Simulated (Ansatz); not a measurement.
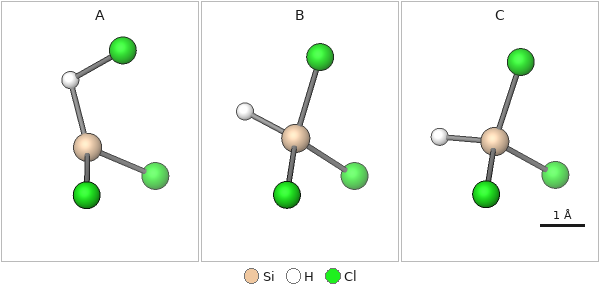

3 geometries from a converged minimum-energy path of SiHCl₃, shuffled. Style: ball-and-stick. Shown from a free direction.

Theory: Ansatz, RKS BHLYP-D4/def2-SVP. Set-up: 5 movable images; climbing image; force threshold 0.03 eV/Å; iteration limit 60; starting path through a guess of the saddle point.

Question: Which frame is the transition state?

Answer: A. In order along the path, whose images run from 0 to 6: C (image 0, 0.00 eV), B (image 1, +0.43 eV), A (image 3, +3.27 eV). Breaking: Cl–Si (2.04 → 3.14 Å), H–Si (1.46 → 3.46 Å). Forming: Cl–H (2.88 → 1.28 Å).

The run took 3 min on 1 thread of Intel(R) Xeon(R) Platinum 8488C (Sapphire Rapids), on a shared host, peak memory 0.2 GiB.
